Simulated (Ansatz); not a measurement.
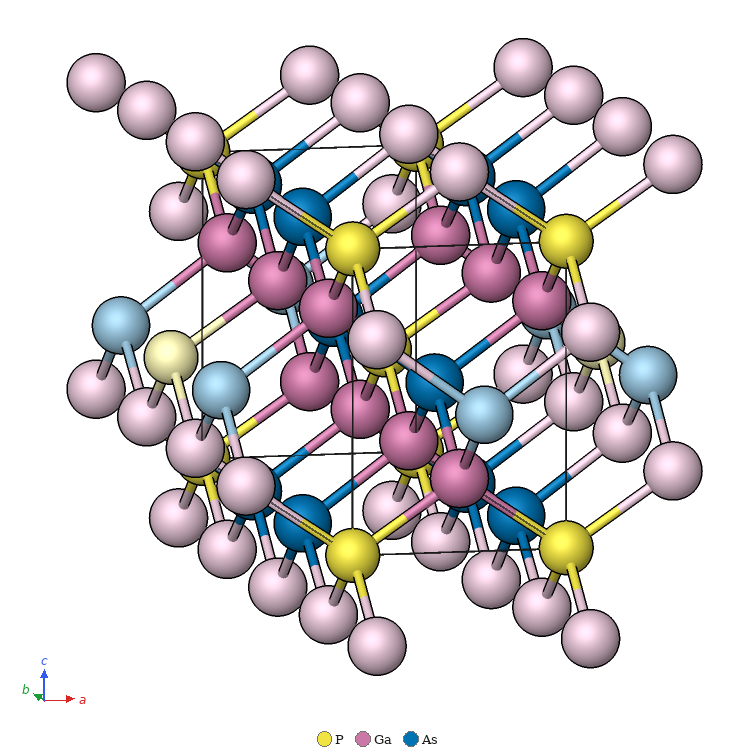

Shown here is a ball-and-stick view of the crystal, taken slightly off an axis. The frame is the conventional unit cell; atoms at its boundary are shown with their periodic copies. Every bond is drawn to its end, so some atoms lie outside the box, in fainter colours.

Ga3As2P, space group Imm2 (No. 44), a = 3.955 Å, b = 11.865 Å, c = 5.593 Å, α = 90.00°, β = 90.00°, γ = 90.00°. The structure was taken from a structure type filled with these elements by a generator (whether the compound takes this form wasn't checked). Earlier steps of the study, as a rule a relaxation of our own, may have changed the cell and positions, so they can lie some per cent off the listed ones. It went into a calculation with Ansatz.

This one geometry was computed with Ansatz (DFT, plane waves, PAW) at five levels of theory: PBE with spin-orbit coupling, PBE0, r2SCAN, PBE and HSE06. It was relaxed beforehand with r2SCAN.

Which level gives the highest pressure at this volume, and what does that say about its equilibrium volume?

Highest: PBE with spin-orbit coupling (2.7 GPa) and PBE (2.7 GPa), which points to the largest equilibrium volume. Lowest, with the smallest volume: PBE0 (0.4 GPa) and r2SCAN (0.0 GPa). Levels within 0.5 GPa of each other can't be told apart.

How does the band gap change with the level of theory?

PBE with spin-orbit coupling: a gap of 0.80 eV, direct; PBE: a gap of 0.87 eV, direct; r2SCAN: a gap of 1.38 eV, direct; HSE06: a gap of 1.80 eV, direct; PBE0: a gap of 2.42 eV, direct.

Collect the results in a table.

| level | cutoff (eV) | k-mesh of the run's cell | gap (eV) | pressure (GPa) |
| --- | --- | --- | --- | --- |
| PBE with spin-orbit coupling | 420 | 8×8×8 | 0.80 | 2.7 |
| PBE0 | 420 | 4×4×4 | 2.42 | 0.4 |
| r2SCAN | 500 | 8×8×8 | 1.38 | 0.0 |
| PBE | 420 | 8×8×8 | 0.87 | 2.7 |
| HSE06 | 420 | 4×4×4 | 1.80 | 0.7 |

Gaps are taken on the k-mesh or band path of each run.
